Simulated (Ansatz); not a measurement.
A series of calculations on C2H11NOSi

## 1. Relaxation

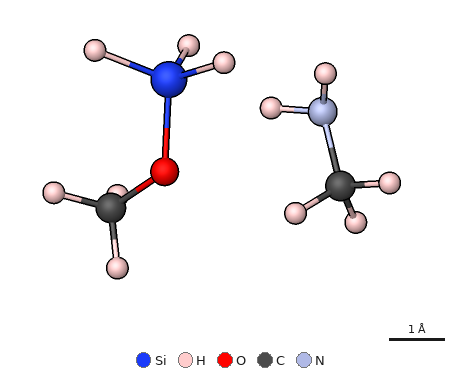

Starting structure of C2H11NOSi. A ball-and-stick model, seen from a free direction.

The run prepares an end point of a later path (reaction) calculation, from a guessed geometry.

Level of theory: RKS BLYP-D4/def2-SVP (Ansatz 0.2.0).

The input:
```yaml
crystal:
  periodic: [false, false, false]
  atoms:
    - { symbol: Si, position_ang: [0.313285, 1.612906, 0.456361] }
    - { symbol: H, position_ang: [1.663756, 1.084427, 0.51864] }
    - { symbol: O, position_ang: [-0.607552, 0.807801, -0.702098] }
    - { symbol: C, position_ang: [-0.327618, 0.892012, -2.097618] }
    - { symbol: H, position_ang: [0.390266, 3.076896, 0.109144] }
    - { symbol: H, position_ang: [-0.392885, 1.456009, 1.762541] }
    - { symbol: H, position_ang: [1.189976, -0.779905, 0.596612] }
    - { symbol: "N", position_ang: [0.774349, -1.352916, 1.334366] }
    - { symbol: C, position_ang: [-0.456347, -2.036895, 0.912682] }
    - { symbol: H, position_ang: [0.65728, 0.437105, -2.355425] }
    - { symbol: H, position_ang: [-0.326004, 1.944704, -2.462957] }
    - { symbol: H, position_ang: [-1.114683, 0.336277, -2.645944] }
    - { symbol: H, position_ang: [0.608744, -0.732514, 2.13222] }
    - { symbol: H, position_ang: [-0.996393, -2.406673, 1.813424] }
    - { symbol: H, position_ang: [-0.21257, -2.937632, 0.300965] }
    - { symbol: H, position_ang: [-1.163404, -1.4016, 0.326886] }
basis:
  gaussian: { orbitals: def2-SVP }
hamiltonian:
  xc: blyp
  dispersion: d4
relax:
  f_tol: 0.03
  max_steps: 50
output:
  orbitals: {}
```

Command:
```bash
ansatz run input.yaml --threads 4 --pin off --max-ram 5120MiB --backend cpu --events-out ev --progress --plain --runs-dir out
```

> Predict the outcome.

After 33 accepted moves (38 points after the start) the energy has fallen by 0.178 eV. Largest force component: 0.93 eV/Å at the start, 0.027 eV/Å at the end. The line search rejected the trial steps at points 2, 12, 13, 16, 35 of the run. The forces were under the threshold at step 14, but the run went on from there. The largest move after the best rigid fit is that of H16, 1.86 Å. Largest moves by element: H 1.86 Å, N 0.98 Å, C 0.67 Å, O 0.37 Å, Si 0.29 Å. Among the contacts that change: Si1–H2 1.452 → 1.505 Å, H7–N8 1.022 → 1.029 Å, Si1–O3 1.685 → 1.691 Å, C9–H16 1.117 → 1.121 Å. Among the angles between lasting bonds that change: H7–N8–C9 113.2° → 110.9°.

Final geometry:

```xyz
16

Si    0.0400    1.6757    0.3966
H     1.5062    1.5341    0.7057
O    -0.3870    0.8116   -0.9931
C     0.1281    1.1288   -2.2879
H    -0.2561    3.1377    0.1984
H    -0.7903    1.1283    1.5087
H     0.0595   -1.1518   -0.1760
N     0.4663   -1.7924    0.5190
C    -0.5029   -2.1053    1.5740
H     1.2324    0.9876   -2.3430
H    -0.1036    2.1788   -2.5802
H    -0.3453    0.4506   -3.0259
H     1.2892   -1.3130    0.9088
H    -0.0534   -2.8108    2.3059
H    -1.3796   -2.6237    1.1297
H    -0.9032   -1.2366    2.1590
```

After the run, drawn alike:

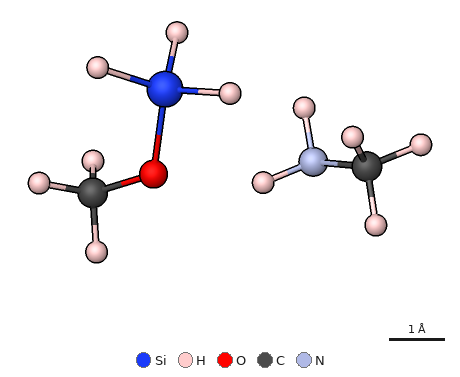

## 2. Relaxation

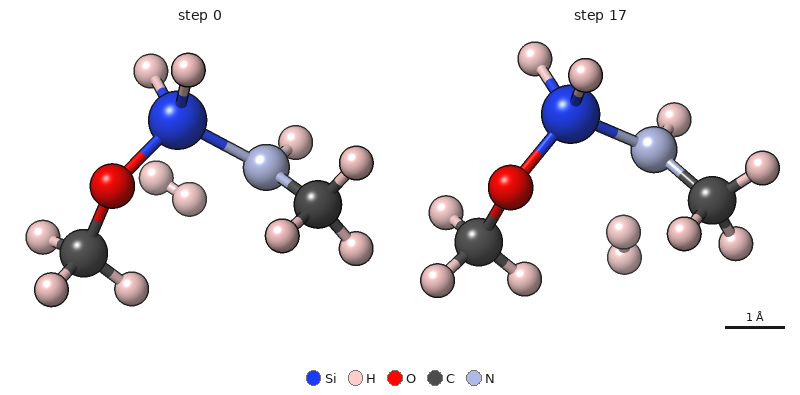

The structure of C$_{2}$H$_{11}$NOSi before (left) and after (right) a relaxation, at one scale.

A ball-and-stick model, seen from a free direction.

The run prepares an end point of a later path (reaction) calculation, from a guessed geometry.

Computed with Ansatz, RKS BLYP-D4/def2-SVP.

Input
```yaml
crystal:
  periodic: [false, false, false]
  atoms:
    - { symbol: Si, position_ang: [-0.349799, 0.985925, 0.751167] }
    - { symbol: H, position_ang: [2.169931, 0.900873, -0.304346] }
    - { symbol: O, position_ang: [-0.935991, 1.117585, -0.814772] }
    - { symbol: C, position_ang: [-0.25506, 0.857641, -2.035655] }
    - { symbol: H, position_ang: [0.720477, 1.970539, 1.108146] }
    - { symbol: H, position_ang: [-1.578323, 1.257566, 1.564773] }
    - { symbol: H, position_ang: [2.047976, 0.210956, -0.23899] }
    - { symbol: "N", position_ang: [0.309032, -0.65449, 1.040282] }
    - { symbol: C, position_ang: [-0.566879, -1.828607, 1.104925] }
    - { symbol: H, position_ang: [0.2742, -0.120744, -2.022173] }
    - { symbol: H, position_ang: [0.491332, 1.650533, -2.269201] }
    - { symbol: H, position_ang: [-1.002142, 0.83855, -2.856088] }
    - { symbol: H, position_ang: [1.116282, -0.712577, 1.668914] }
    - { symbol: H, position_ang: [-1.095607, -1.960193, 2.080284] }
    - { symbol: H, position_ang: [0.001408, -2.762037, 0.902502] }
    - { symbol: H, position_ang: [-1.346637, -1.751519, 0.320032] }
basis:
  gaussian: { orbitals: def2-SVP }
hamiltonian:
  xc: blyp
  dispersion: d4
relax:
  f_tol: 0.03
  max_steps: 50
```

Launched with:
```bash
ansatz run input.yaml --threads 4 --pin off --max-ram 5120MiB --backend cpu --events-out ev --progress --plain --runs-dir out
```

Q: Summarise the run.

A: After 17 geometry steps the energy has fallen by 0.336 eV. The largest force component goes from 2.5 to 0.02 eV/Å. The atom that moves furthest after the best rigid fit is H2 (1.88 Å). Largest moves by element: H 1.88 Å, Si 0.43 Å, N 0.38 Å, O 0.31 Å, C 0.28 Å. Among the contacts that change: H2–H7 0.704 → 0.770 Å, Si1–N8 1.791 → 1.745 Å, Si1–H5 1.497 → 1.504 Å. Bond angles that change, for instance: Si1–O3–C4 128.3° → 123.7°, Si1–N8–C9 121.4° → 124.4°, H5–Si1–N8 107.5° → 104.5°.

Limits of the set-up: the start holds two separate molecules, 2.3 Å apart at their closest, whose relative position is a soft coordinate.

## 3. Path

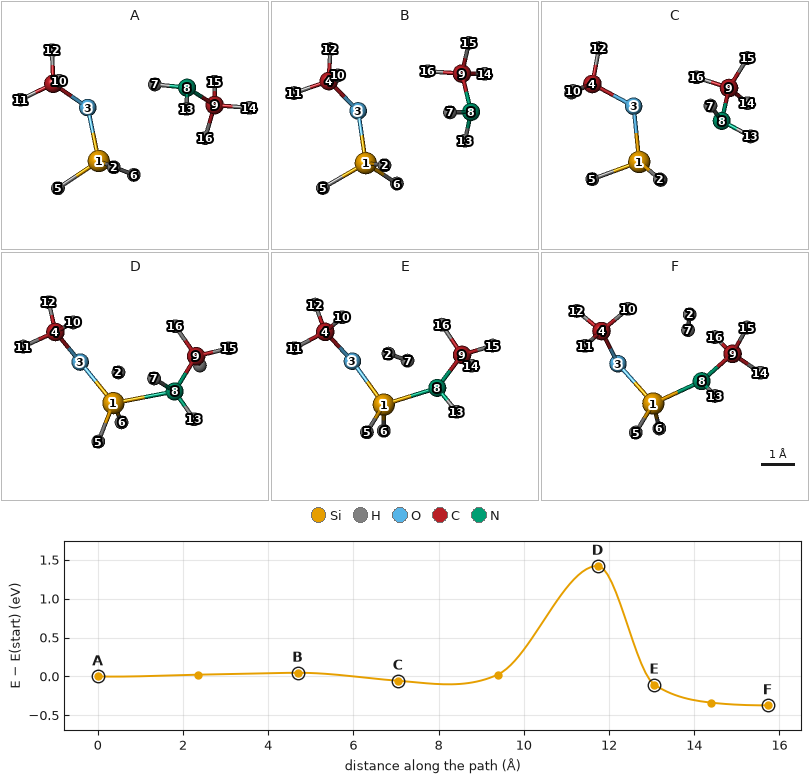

A search for the minimum-energy path of C2H11NOSi by the nudged elastic band. Images are numbered from 0 (start) to 8 (end). Frames A to F are images 0, 2, 3, 5, 6, 8. A ball-and-stick model, seen at a tilt.

Method: RKS BLYP-D4/def2-SVP in Ansatz. Run with 7 movable images; climbing image; force threshold 0.05 eV/Å; iteration limit 60; starting path through a guess of the saddle point.

What happens along the path, and what is the barrier?

Relative to the start the highest point is image 5 at +1.42 eV and the end lies at −0.37 eV, but the profile dips to −0.06 eV at image 3 on the way, so the process runs in steps. The path has more than one stage, and so few images may leave a stage unresolved. Breaking: H7–N8 (1.03 → 1.23 at the top → 2.54 Å), Si1–H2 (1.51 → 1.96 at the top → 4.36 Å). Forming: H2–H7 (3.18 → 1.14 at the top → 0.77 Å), Si1–N8 (3.50 → 1.94 at the top → 1.74 Å). The band converged in 31 iterations. The largest component of the band force went from 45 to 0.045 eV/Å. The climbing image converged on the top of the path. Its vibrational analysis gives one imaginary mode (1275i cm⁻¹), as a transition state must have.

The run took 8.6 min on 4 threads of Arm Neoverse N1 (shared host), peak memory 0.19 GiB.
